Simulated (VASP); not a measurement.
Energy against volume of ZnS (zinc blende). Level of theory: AM05 GGA, VASP's PBE PAW potentials (set 64) (plane waves; VASP).

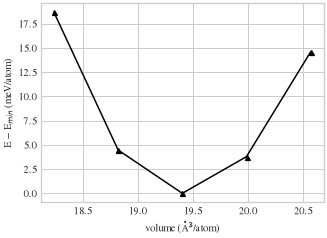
Figure. Energy against volume

Problem. Estimate the equilibrium volume and the bulk modulus.

Solution. The minimum lies near 19.4 Å³/atom, and the curvature gives B0 of about 76 GPa.

Measured: bulk modulus 77.1 GPa (computed value off by -2.0 %), as given by Cormac Toher et al., Physical Review Materials (2017), arXiv:1611.05714; a 5.410 Å (computed value off by -0.6 %), as given by Martin Albrecht et al., Physical review. B, Condensed matter (1997), arXiv:cond-mat/9706128. The calculation is for a static lattice, while the measured bulk modulus, a hold thermal and zero-point effects, which are part of the difference.

The compound is ZnS in the zinc blende structure. It was relaxed first.
